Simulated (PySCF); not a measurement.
Geometry relaxation, with input and output: C₂H₁₂Si₃

System: C₂H₁₂Si₃.
Method: PBE0-D3(BJ)/def2-SVP geometry optimisation, gas phase (PySCF 2.14.0).

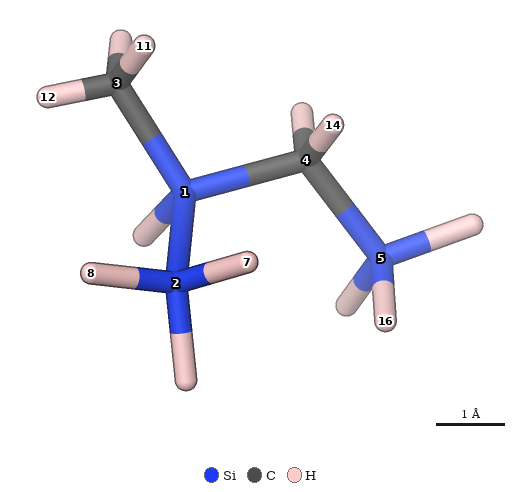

**Figure 1.** The starting structure (stick view, seen at a tilt; atoms are numbered from 1 in the order of the input). Bond lengths as drawn: C–H 1.05 to 1.09 Å, C–Si 1.89 to 1.93 Å, H–Si 1.45 to 1.49 Å and Si–Si 2.33 Å.

### Key numbers

| quantity | value |
| --- | --- |
| outcome | converged |
| total energy | −951.127343 hartree |
| dipole moment | 1.62 D |
| point group | C1 |
| hardware | 1 CPU thread, shared host |
| wall time | 2.3 min |
| peak memory | 0.81 GiB |

### Input
```
{"job": {"xc": "PBE0", "basis": "def2-SVP", "d3": "d3bj", "grid": 2, "kind": "geom", "shake": 0.01}, "charge": 0, "multiplicity": 1}
Si    -0.657708     0.091220    -0.403636
Si    -0.629517     1.787934     1.186150
C     -0.785028     0.846632    -2.177314
C      0.906666    -0.993404    -0.324158
Si     1.106574    -1.953376     1.292837
H     -1.855586    -0.767671    -0.273555
H      0.742723     2.272505     1.473456
H     -1.373111     2.984776     0.783673
H     -1.183077     1.371706     2.494481
H     -0.791635     0.070022    -2.918409
H      0.084792     1.479144    -2.368617
H     -1.649800     1.458366    -2.289386
H      0.818150    -1.700903    -1.153557
H      1.740949    -0.376283    -0.485643
H      2.335302    -2.753781     1.240822
H      1.203671    -0.982119     2.421751
H     -0.022879    -2.834968     1.521195
```

The first line tells a small driver script what to run in PySCF; the rest is the geometry in Å.

Run as:
```bash
OMP_NUM_THREADS=1 python <driver script> task.json out
```

### Log
```
step   0  E = -951.11930727  max force = 0.040055
step   1  E = -951.12669584  max force = 0.007819
step   2  E = -951.12714084  max force = 0.003666
step   3  E = -951.12723453  max force = 0.000776
step   4  E = -951.12725118  max force = 0.000611
step   5  E = -951.12726986  max force = 0.000643
step   6  E = -951.12728020  max force = 0.000739
step   7  E = -951.12729781  max force = 0.000594
step   8  E = -951.12731647  max force = 0.000683
step   9  E = -951.12733391  max force = 0.000541
step  10  E = -951.12734294  max force = 0.000283
optimisation converged
```

### Trajectory as extended XYZ (Å, eV, eV/Å), 6 of the 11 frames kept, from step=0 to step=10
```
17
Properties=species:S:1:pos:R:3:forces:R:3 step=0 energy=-25881.27462
Si   -0.6577    0.0912   -0.4036    0.3135   0.0852  -1.3008
Si   -0.6295    1.7879    1.1862    0.2060  -0.0724   0.3875
C    -0.7850    0.8466   -2.1773    1.0936  -0.1895   1.4692
C     0.9067   -0.9934   -0.3242   -2.0597  -0.8644   0.8117
Si    1.1066   -1.9534    1.2928    0.3411   0.9095  -0.4312
H    -1.8556   -0.7677   -0.2736   -0.2705  -0.2074   0.2902
H     0.7427    2.2725    1.4735    0.3597  -0.0327  -0.0669
H    -1.3731    2.9848    0.7837   -0.4127   0.4023  -0.3300
H    -1.1831    1.3717    2.4945   -0.1538  -0.2048   0.2450
H    -0.7916    0.0700   -2.9184   -0.0776  -0.7613  -0.6331
H     0.0848    1.4791   -2.3686    0.2884   0.1826  -0.0635
H    -1.6498    1.4584   -2.2894   -1.1361   0.6621  -0.1085
H     0.8182   -1.7009   -1.1536    0.0844  -0.2207  -0.2589
H     1.7409   -0.3763   -0.4856    1.6585   1.1172  -0.3168
H     2.3353   -2.7538    1.2408    0.4516  -0.3220   0.0705
H     1.2037   -0.9821    2.4217   -0.0007   0.0151   0.1059
H    -0.0229   -2.8350    1.5212   -0.6856  -0.4988   0.1296
17
Properties=species:S:1:pos:R:3:forces:R:3 step=2 energy=-25881.48778
Si   -0.6290    0.0860   -0.5480    0.0429  -0.0631   0.1885
Si   -0.6540    1.7918    1.0765    0.0044   0.0003  -0.0511
C    -0.5473    0.8203   -2.2777   -0.0458   0.0084  -0.0559
C     0.8495   -1.0467   -0.2178   -0.0041   0.0424  -0.1294
Si    0.9258   -1.8561    1.4742    0.0089  -0.0411   0.0213
H    -1.8817   -0.7245   -0.3927   -0.0187   0.0251  -0.0412
H     0.7450    2.2745    1.3147   -0.0069   0.0160   0.0036
H    -1.4736    2.9567    0.6117   -0.0019  -0.0041   0.0083
H    -1.2124    1.3164    2.3800    0.0029  -0.0080   0.0065
H    -0.5325    0.0243   -3.0392    0.0073   0.0044   0.0093
H     0.3564    1.4354   -2.4064    0.0115  -0.0006   0.0130
H    -1.4241    1.4585   -2.4691    0.0109   0.0002  -0.0061
H     0.8522   -1.8408   -0.9860    0.0125  -0.0058   0.0093
H     1.7730   -0.4592   -0.3661    0.0004  -0.0057   0.0122
H     2.1406   -2.7223    1.5913   -0.0078   0.0017   0.0096
H     0.9870   -0.8197    2.5509   -0.0100   0.0183  -0.0019
H    -0.2824   -2.7064    1.7061   -0.0065   0.0116   0.0039
17
Properties=species:S:1:pos:R:3:forces:R:3 step=4 energy=-25881.49079
Si   -0.6207    0.0779   -0.5389   -0.0008   0.0058  -0.0222
Si   -0.6502    1.7879    1.0771   -0.0004  -0.0025   0.0141
C    -0.5479    0.8201   -2.2698    0.0082   0.0117   0.0128
C     0.8599   -1.0542   -0.2317    0.0131  -0.0314  -0.0053
Si    0.9213   -1.8538    1.4690   -0.0062   0.0127   0.0042
H    -1.8800   -0.7246   -0.3982   -0.0019   0.0008   0.0059
H     0.7400    2.2984    1.3076   -0.0004   0.0041  -0.0051
H    -1.4923    2.9378    0.6167   -0.0085  -0.0058  -0.0053
H    -1.1925    1.3069    2.3860    0.0051   0.0022   0.0021
H    -0.5313    0.0259   -3.0326    0.0023  -0.0041  -0.0017
H     0.3582    1.4337   -2.3937   -0.0012  -0.0011  -0.0045
H    -1.4226    1.4607   -2.4604   -0.0007   0.0004  -0.0001
H     0.8636   -1.8494   -0.9982   -0.0062   0.0048  -0.0007
H     1.7845   -0.4677   -0.3751   -0.0060   0.0071   0.0054
H     2.1264   -2.7278    1.6148    0.0009  -0.0030   0.0000
H     0.9756   -0.7979    2.5283    0.0030  -0.0025   0.0006
H    -0.2995   -2.6856    1.7014   -0.0002   0.0008  -0.0001
17
Properties=species:S:1:pos:R:3:forces:R:3 step=6 energy=-25881.49158
Si   -0.6120    0.0743   -0.5385    0.0003   0.0027  -0.0166
Si   -0.6530    1.7845    1.0771   -0.0031  -0.0022   0.0008
C    -0.5389    0.8265   -2.2651    0.0133  -0.0082   0.0003
C     0.8651   -1.0656   -0.2378   -0.0182   0.0103   0.0380
Si    0.9160   -1.8526    1.4698    0.0022  -0.0029  -0.0108
H    -1.8729   -0.7260   -0.3977   -0.0003   0.0019  -0.0041
H     0.7255    2.3355    1.2832   -0.0009   0.0029  -0.0040
H    -1.5340    2.9049    0.6154   -0.0021  -0.0006   0.0041
H    -1.1651    1.3014    2.3971    0.0046  -0.0007   0.0004
H    -0.5208    0.0346   -3.0307   -0.0041   0.0050  -0.0014
H     0.3678    1.4396   -2.3867   -0.0013   0.0010   0.0021
H    -1.4131    1.4680   -2.4542   -0.0018  -0.0021   0.0007
H     0.8611   -1.8608   -1.0036    0.0047  -0.0041  -0.0010
H     1.7913   -0.4818   -0.3798    0.0040  -0.0014  -0.0084
H     2.1073   -2.7440    1.6257   -0.0014  -0.0012  -0.0023
H     0.9862   -0.7877    2.5189    0.0044   0.0007   0.0004
H    -0.3179   -2.6626    1.7094   -0.0002  -0.0011   0.0018
17
Properties=species:S:1:pos:R:3:forces:R:3 step=8 energy=-25881.49256
Si   -0.6049    0.0743   -0.5426    0.0000  -0.0125   0.0279
Si   -0.6675    1.7847    1.0717   -0.0039   0.0052  -0.0196
C    -0.5144    0.8350   -2.2639    0.0001  -0.0113  -0.0144
C     0.8610   -1.0782   -0.2335   -0.0226   0.0351   0.0088
Si    0.9114   -1.8554    1.4776    0.0118  -0.0106   0.0036
H    -1.8704   -0.7207   -0.4110   -0.0020   0.0034  -0.0157
H     0.6887    2.4027    1.2306    0.0000   0.0001  -0.0004
H    -1.6142    2.8570    0.6254    0.0030   0.0038   0.0113
H    -1.1176    1.2921    2.4103    0.0030  -0.0079   0.0006
H    -0.4925    0.0489   -3.0353   -0.0003   0.0017   0.0019
H     0.3939    1.4475   -2.3746    0.0010   0.0024   0.0035
H    -1.3865    1.4788   -2.4556    0.0013   0.0020   0.0007
H     0.8443   -1.8768   -0.9956    0.0107  -0.0075   0.0022
H     1.7933   -0.5057   -0.3827    0.0040  -0.0068  -0.0079
H     2.0767   -2.7828    1.6206   -0.0024  -0.0003  -0.0029
H     1.0335   -0.7868    2.5181   -0.0013   0.0000  -0.0003
H    -0.3422   -2.6265    1.7427   -0.0022   0.0034   0.0007
17
Properties=species:S:1:pos:R:3:forces:R:3 step=10 energy=-25881.49328
Si   -0.6059    0.0758   -0.5489   -0.0075  -0.0021   0.0126
Si   -0.6823    1.7839    1.0657   -0.0019   0.0051  -0.0051
C    -0.4906    0.8383   -2.2683   -0.0052   0.0022  -0.0027
C     0.8512   -1.0824   -0.2255    0.0061   0.0024  -0.0145
Si    0.9083   -1.8529    1.4884    0.0032  -0.0004   0.0064
H    -1.8770   -0.7131   -0.4370    0.0006  -0.0013  -0.0054
H     0.6554    2.4491    1.1849    0.0015  -0.0025   0.0003
H    -1.6794    2.8242    0.6557    0.0014   0.0013   0.0039
H    -1.0712    1.2706    2.4159    0.0006  -0.0038  -0.0001
H    -0.4624    0.0548   -3.0419    0.0028  -0.0032   0.0021
H     0.4206    1.4488   -2.3653    0.0015  -0.0008  -0.0006
H    -1.3583    1.4856   -2.4686    0.0022   0.0013  -0.0015
H     0.8279   -1.8880   -0.9806    0.0013  -0.0014   0.0035
H     1.7887   -0.5212   -0.3851   -0.0027   0.0020   0.0015
H     2.0490   -2.8130    1.6117   -0.0009  -0.0008  -0.0004
H     1.0802   -0.7852    2.5223   -0.0012  -0.0010   0.0001
H    -0.3616   -2.5872    1.7792   -0.0016   0.0029   0.0000
```

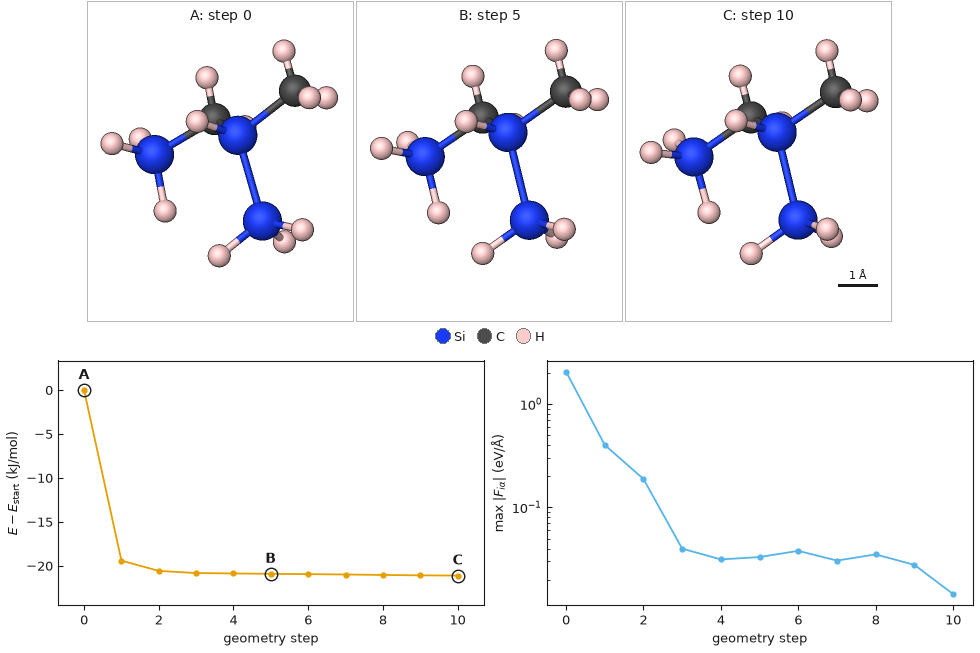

**Figure 2.** Frames of the relaxation (ball-and-stick view, seen at an oblique angle) above the curves, on which the letters mark them (steps are counted from 0).

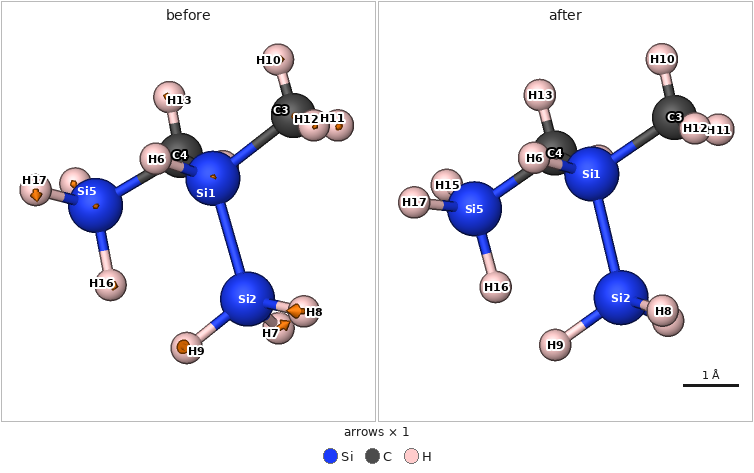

**Figure 3.** Before (left) and after (right) the relaxation, at one scale (ball-and-stick view, seen at an oblique angle). The orange arrows give the displacements, at true length. Over 10 geometry steps the energy falls by 21.1 kJ/mol. The largest force component goes from 2.1 to 0.015 eV/Å. The largest move after the best rigid fit is that of H8, 0.42 Å. Largest moves by element: H 0.42 Å, C 0.10 Å, Si 0.09 Å. Distances before and after: C4–H14 1.050 → 1.104 Å, Si1–C3 1.932 → 1.884 Å, Si5–H17 1.451 → 1.495 Å, Si2–H8 1.465 → 1.498 Å. Among the angles that change: C3–Si1–H6 104.7° → 109.4°, Si2–Si1–H6 111.9° → 107.7°, Si1–Si2–H8 113.7° → 109.8°. (Atoms are counted from 1 in the order of the input.)
